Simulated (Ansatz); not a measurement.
Zinc-blende HgTe, treated with PBE+SOC in Ansatz (PAW).

Run with plane-wave cutoff 520 eV, 10×10×10 k mesh, Fermi–Dirac smearing 0.01 eV, PAW data made under PBE.

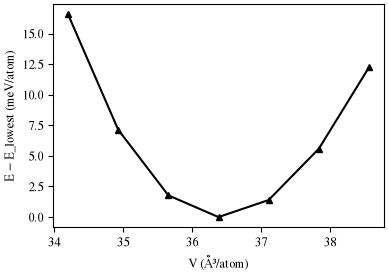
Total energy against volume

**Question.** From the curve, estimate the equilibrium volume and the bulk modulus.

**Answer.** V0 ≈ 36.4 Å³/atom and B0 ≈ 35 GPa; the fit gives V0 = 36.410 Å³/atom, B0 = 34.7 GPa, B′ = 5.3.

Measured, for comparison: bulk modulus 42.3 GPa (temperature not stated, no zero-point or thermal correction; as tabulated in Toher et al. (2017), arXiv:1611.05714); equilibrium volume per atom 33.70 Å³/atom (room temperature, no zero-point or thermal correction; as tabulated in Cava et al. (2013), arXiv:1302.1059). Computed (rounded) less measured: bulk modulus -18 %, equilibrium volume per atom +8.0 %.

Ansatz is a first-principles code.
